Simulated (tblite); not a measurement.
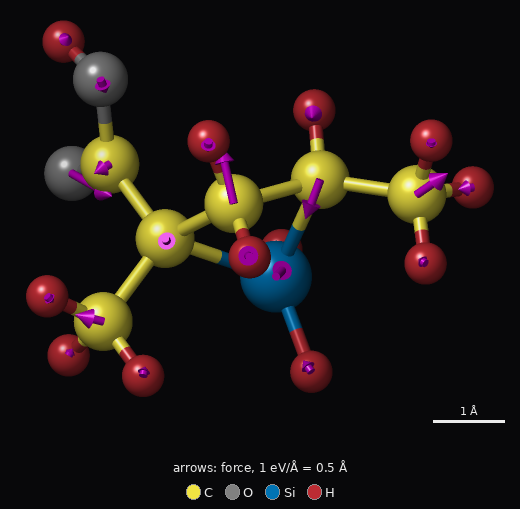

Starting geometry of C₆H₁₂O₂Si with the computed forces as purple arrows. A ball-and-stick model, seen at a tilt.

Level of theory: tblite, GFN2-xTB geometry optimisation, gas phase. 

What follows when this structure is relaxed?

It isn't relaxed: the largest force vector, on an O atom, is 2.03 eV/Å. The final displacements have little in common with the starting forces (cosine between the two patterns 0.21). The atom that moves furthest after the best rigid fit is an O atom (1.08 Å). By element the largest moves are O 1.08 Å, H 0.70 Å, Si 0.33 Å, C 0.25 Å. Some distances before and after: C–C 1.553 → 1.478 Å, H–Si 1.488 → 1.459 Å, C–C 1.569 → 1.545 Å, C–O 1.228 → 1.207 Å. Bond angles that change, for instance: C–C–Si 113.1° → 118.7°, C–Si–H 113.6° → 118.7°, C–C–C 118.9° → 114.0°. Groups turn about C–C by about 50°. Over 104 geometry steps the energy falls by 0.583 eV.
